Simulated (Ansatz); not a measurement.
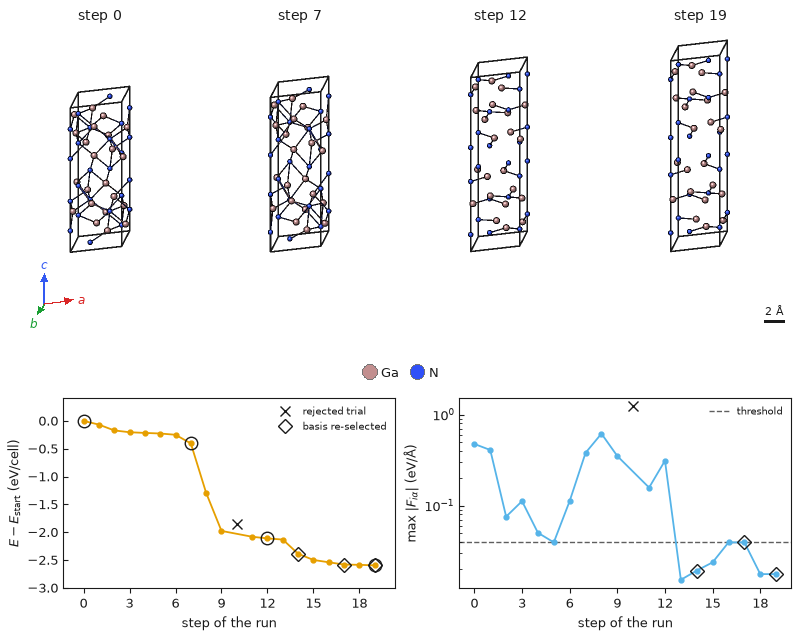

Frames of a relaxation of solid Ga$_{3}$N$_{2}$ (built on the corundum_167 type) (coarse preliminary run), marked on the history of the run. The picture is a ball-and-stick view of the conventional cell (3 times the calculation's cell), seen from a free direction. Lengths and directions refer to the drawn axes.

Case: anti-corundum type (R-3c, No. 167).

Computed with DFT PBE, scalar-relativistic, plane waves, PAW (Ansatz).

Input
```yaml
crystal:
  lattice:
    - [2.7841095968, 1.6074064251, 5.0674975576]
    - [-2.7841095968, 1.6074064251, 5.0674975576]
    - [0.0, -3.2148128504, 5.0674975576]
  atoms:
    - { symbol: Ga, position: [0.05625, 0.44375, 0.75] }
    - { symbol: Ga, position: [0.75, 0.05625, 0.44375] }
    - { symbol: Ga, position: [0.44375, 0.75, 0.05625] }
    - { symbol: Ga, position: [0.94375, 0.55625, 0.25] }
    - { symbol: Ga, position: [0.25, 0.94375, 0.55625] }
    - { symbol: Ga, position: [0.55625, 0.25, 0.94375] }
    - { symbol: "N", position: [0.85218, 0.85218, 0.85218] }
    - { symbol: "N", position: [0.64782, 0.64782, 0.64782] }
    - { symbol: "N", position: [0.14782, 0.14782, 0.14782] }
    - { symbol: "N", position: [0.35218, 0.35218, 0.35218] }
basis:
  ecutwfc: 420
kpoints:
  mp_grid: { grid: [6, 6, 6] }
hamiltonian:
  xc: pbe
scf:
  occupations: { method: gaussian, width: 0.1 }
  lower_state_search: "off"
output:
  forces: true
  stress: true
  eigenvalues: true
relax:
  adjacent_minimum: "off"
  f_tol: 0.04
  max_steps: 70
  cell: { stress_tol: 0.4 }
```

Run as
```bash
ansatz run input.yaml --threads 1 --pin off --max-ram 2560MiB --backend cpu --events-out ev --progress --plain --runs-dir out
```

Describe the path.

Answer. The largest moves relative to the cell, 1.01 Å, are those of N7, N8, N9 and N10. N7 goes along +c. By element the largest moves are N 1.01 Å, Ga 0.05 Å. The drawn cell changes as follows: a = b 5.568 → 5.323 Å (−4.4 %), c 15.202 → 20.083 Å (+32.1 %); the volume changes by +20.7 %. Some distances before and after: Ga1–N7 2.307 → 3.442 Å, Ga1–N10 2.170 → 1.903 Å. Bonds break: Ga1–N7 (2.31 → 3.44 Å), Ga1–N8 (2.31 → 3.44 Å), Ga2–N7 (2.31 → 3.44 Å), Ga2–N8 (2.31 → 3.44 Å). Bond angles that change, for instance: Ga1–N10–Ga2 101.2° → 117.8°, N9–Ga3–N10 120.4° → 110.5°. The space group stays R-3c (No. 167). Over 15 accepted moves (19 points after the start) the energy falls by 2.595 eV per cell of the calculation. The largest force component goes from 0.47 to 0.018 eV/Å. Pressure: 0.36 GPa at the start and −0.06 GPa at the end. The line search rejected the trial step at point 10 of the run. The SCF was repeated 3 times at an unchanged geometry on a basis and grid sized afresh for the cell, which shifted the energy by 0.255 eV per cell of the calculation at most. From step 0 to 7: N atoms move most (0.33 Å), volume +3.2 %, energy −0.405 eV per cell of the calculation. From step 7 to 12: N atoms move most (0.55 Å), volume +6.6 %, energy −1.707 eV per cell of the calculation. From step 12 to 19: Ga atoms move most (0.04 Å), volume +9.8 %, energy −0.484 eV per cell of the calculation.

| step | E − E(0), meV/atom | largest force component, eV/Å | pressure, GPa | volume, Å³/atom | note |
| --- | --- | --- | --- | --- | --- |
| 0 | 0.00 | 0.4748 | 0.36 | 13.607 |  |
| 1 | -6.73 | 0.4076 | -0.31 | 13.665 |  |
| 2 | -17.14 | 0.0756 | 2.63 | 13.320 |  |
| 3 | -20.43 | 0.1117 | -0.32 | 13.744 |  |
| 4 | -21.64 | 0.0502 | -0.05 | 13.763 |  |
| 5 | -22.71 | 0.0394 | 0.02 | 13.842 |  |
| 6 | -24.96 | 0.1121 | -0.02 | 13.903 |  |
| 7 | -40.51 | 0.3794 | -0.54 | 14.043 |  |
| 8 | -129.44 | 0.6164 | -0.76 | 14.195 |  |
| 9 | -197.68 | 0.3497 | 2.44 | 14.271 |  |
| 10 | -186.08 | 1.2279 | -3.68 | 15.021 | rejected |
| 11 | -208.17 | 0.1575 | 1.49 | 14.541 |  |
| 12 | -211.17 | 0.3111 | -1.16 | 14.967 |  |
| 13 | -213.22 | 0.0153 | 0.02 | 14.878 |  |
| 14 | -238.75 | 0.0193 | 1.89 | 14.878 | same geometry, new basis |
| 15 | -249.85 | 0.0238 | 0.98 | 15.369 |  |
| 16 | -254.03 | 0.0393 | 0.30 | 15.981 |  |
| 17 | -258.15 | 0.0394 | 0.61 | 15.981 | same geometry, new basis |
| 18 | -258.61 | 0.0176 | -0.07 | 16.428 |  |
| 19 | -259.55 | 0.0177 | -0.06 | 16.428 | same geometry, new basis |
